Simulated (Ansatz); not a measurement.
# One shape, several levels: GeH2S (SMILES [SH][GeH])

We compute a comparison of 6 runs (BLYP/STO-3G, UB3LYP/STO-3G, r2SCAN/STO-3G, BCCD(T)/STO-3G, CCSDT(Q)/STO-3G, CCSDTQ/STO-3G) of GeH2S. 

The results are computed with Ansatz 0.2.0.

51 further runs of the same task are left out: 3 that didn't finish, 48 set aside as unsound or not needed.

## (1) The molecule

GeH2S has 4 atoms, charge 0, and is taken as a singlet. SMILES: `[SH][GeH]`. The H3–S1 distance was set to 3.355 Å, away from the relaxed value. At this shape a bond of the SMILES string is far longer than usual.

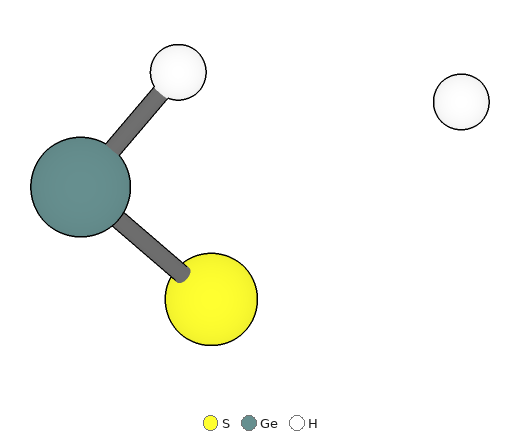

Viewed from a chosen angle; sulfur yellow, germanium teal, hydrogen white.

## (2) The energy at BLYP/STO-3G (run 1)

Contents of in.yaml:

```yaml
crystal:
  periodic: [false, false, false]
  atoms:
    - {symbol: S, position_ang: [-2.277082, -1.561356, -0.477563]}
    - {symbol: Ge, position_ang: [-2.675482, 0.378344, -1.492863]}
    - {symbol: H, position_ang: [0.779200, -0.962100, 0.771200]}
    - {symbol: H, position_ang: [-1.272582, 1.006344, -1.068663]}
basis:
  gaussian:
    orbitals: STO-3G
hamiltonian:
  xc: {name: BLYP}
accuracy: high
```

Run with:

```console
$ ansatz run in.yaml --threads 1 --pin off --max-ram 2610MiB --events-out events.jsonl --progress --plain --runs-dir runs
```

Output:

```text
Warning: RAYON_NUM_THREADS=1 ignored (pool sized by the plan → 1); use --threads N
Functional definition: BLYP
  name "BLYP"
  parameter beta = 0.0042
  parameter a = 0.04918
  parameter b = 0.132
  parameter c = 0.2533
  parameter d = 0.349
  exchange = b88_x(beta = beta)
  correlation = lyp_c(a = a, b = b, c = c, d = d)
416 factors; integrals over basis functions are off by at most 1.4e-8 eV
mean field evaluation 1: about -66252.1851 eV, gradient 3.4e2 eV
mean field evaluation 2: about -66431.7627 eV, gradient 6.4e1 eV
mean field evaluation 4: about -65896.3109 eV, gradient 3.4e2 eV
mean field evaluation 8: about -66100.6739 eV, gradient 3.9e2 eV
mean field evaluation 16: about -66603.9242 eV, gradient 4.8e-1 eV
mean field evaluation 32: about -66601.8982 eV, gradient 9.2e0 eV
mean field -66603.92929903 eV, -2447.6492559745 hartree, gradient 7.8e-8 eV, S^2 0.000000; 2 other end points of the search recorded, 0 dependent functions left out
reference -66603.92934044 eV, -2447.6492574962 hartree; 25, 25 occupied and 4, 4 virtual orbitals, 416 factors
Total energy: -66603.92934044 eV, -2447.6492574962 hartree
```

Run time: 2.6 s. Hardware: 1 thread of Arm Neoverse V1, shared host; peak memory 0.097 GiB.

## (3) A single-point energy at UB3LYP/STO-3G (run 2)

Contents of run.yaml:

```yaml
crystal:
  periodic: [false, false, false]
  atoms:
    - {symbol: S, position_ang: [-2.277082, -1.561356, -0.477563]}
    - {symbol: Ge, position_ang: [-2.675482, 0.378344, -1.492863]}
    - {symbol: H, position_ang: [0.779200, -0.962100, 0.771200]}
    - {symbol: H, position_ang: [-1.272582, 1.006344, -1.068663]}
basis:
  gaussian:
    orbitals: STO-3G
magnetization:
  spin_polarized: true
hamiltonian:
  xc: {name: B3LYP}
accuracy: high
```

Run with:

```console
$ ansatz run run.yaml --threads 1 --pin off --max-ram 2610MiB --events-out events.jsonl --progress --plain --runs-dir runs
```

Output:

```text
Warning: RAYON_NUM_THREADS=1 ignored (pool sized by the plan → 1); use --threads N
Functional definition: B3LYP
  name "B3LYP"
  parameter a0 = 0.2
  parameter ax = 0.72
  parameter ac = 0.81
  exchange = (1 - a0 - ax)*slater_x + ax*b88_x + a0*exact_x
  correlation = (1 - ac)*vwn_rpa_c + ac*lyp_c
416 factors; integrals over basis functions are off by at most 1.4e-8 eV
mean field evaluation 1: about -66428.8954 eV, gradient 1.5e2 eV
mean field evaluation 2: about -66446.5832 eV, gradient 5.5e1 eV
mean field evaluation 4: about -66584.2480 eV, gradient 2.8e1 eV
mean field evaluation 8: about -66584.2481 eV, gradient 2.8e1 eV
mean field evaluation 16: about -66606.2617 eV, gradient 8.9e-2 eV
mean field evaluation 32: about -66597.9398 eV, gradient 3.4e1 eV
mean field evaluation 64: about -66608.0472 eV, gradient 1.5e0 eV
mean field -66608.27809199 eV, -2447.8090711680 hartree, gradient 2.9e-8 eV, S^2 1.007242; 6 other end points of the search recorded, 0 dependent functions left out
reference -66608.27812245 eV, -2447.8090722875 hartree; 25, 25 occupied and 4, 4 virtual orbitals, 416 factors
Total energy: -66608.27812245 eV, -2447.8090722875 hartree
```

Run time: 8.7 s. Hardware: 1 thread of Arm Neoverse V1, shared host; peak memory 0.14 GiB.

Runs 3 to 5 aren't shown in full; the table further down has their settings and results.

## (4) A single-point energy at CCSDTQ/STO-3G (run 6)

Contents of molecule.yaml:

```yaml
crystal:
  periodic: [false, false, false]
  atoms:
    - symbol: S
      position_ang: [-2.277082, -1.561356, -0.477563]
    - symbol: Ge
      position_ang: [-2.675482, 0.378344, -1.492863]
    - symbol: H
      position_ang: [0.779200, -0.962100, 0.771200]
    - symbol: H
      position_ang: [-1.272582, 1.006344, -1.068663]
basis:
  gaussian:
    orbitals: STO-3G
correlation:
  method: ccsdtq
  frozen_orbitals: {Ge: 9, H: 0, S: 5}
accuracy: high
scf:
  omitted_lower_state_checks: [cluster_reference, increment]
```

Run with:

```console
$ ansatz run molecule.yaml --threads 1 --pin off --max-ram 2610MiB --events-out events.jsonl --progress --plain --runs-dir runs
```

Output:

```text
Warning: RAYON_NUM_THREADS=1 ignored (pool sized by the plan → 1); use --threads N
[... 13 lines left out ...]
14 core orbitals not correlated: weight in the atoms' cores, before any rotation towards them, 1.000 or more for the frozen orbitals, at most 0.000 for the correlated occupied ones
[... 68 lines left out ...]
WARN: these amplitudes may be one of several solutions (largest doubles amplitude 0.92, level shift 13.42 eV)
Total energy: -66559.03033512 eV, -2445.9992494844 hartree
Checks for a lower state left out: cluster_reference, increment
```

Wall time 28 s (1 thread of Arm Neoverse V1, shared host); peak memory 0.22 GiB.

## (5) The series

```
run            level  frozen core orbitals   energy (Eh)  wall time
  1      BLYP/STO-3G                     –  -2447.649257      2.6 s
  2    UB3LYP/STO-3G                     –  -2447.809072      8.7 s
  3    r2SCAN/STO-3G                     –  -2447.818538      9.3 s
  4   BCCD(T)/STO-3G                    14  -2445.998417     0.64 s
  5  CCSDT(Q)/STO-3G                    14  -2446.000270      1.2 s
  6    CCSDTQ/STO-3G                    14  -2445.999249       28 s
```

## (6) Outcome

```
                                           quantity           value
                                run 6: total energy  -2445.99925 Eh
run 6: correlation energy (14 core orbitals frozen)      -295.9 mEh
                               run 6: T1 diagnostic           0.039
```

**Reading.** Totals of different functionals can't be ranked against each other. In runs 4, 5, 6 the log says that unrestricted orbitals would lower the reference, so the values rest on an unstable closed-shell determinant (other closed-shell runs at this shape may share the fault). In runs 1, 2, 3, 4, 5, 6 the basis is minimal, so the values are rough. In runs 1, 3 a closed-shell determinant meets a far-stretched bond, which it describes badly. Spin contamination of the reference: run 2 ⟨S²⟩ = 1.01. Where it is this large, the reference is a mixture of spin states, and values that rest on it are in doubt. All runs together took 50 s, the longest 28 s.
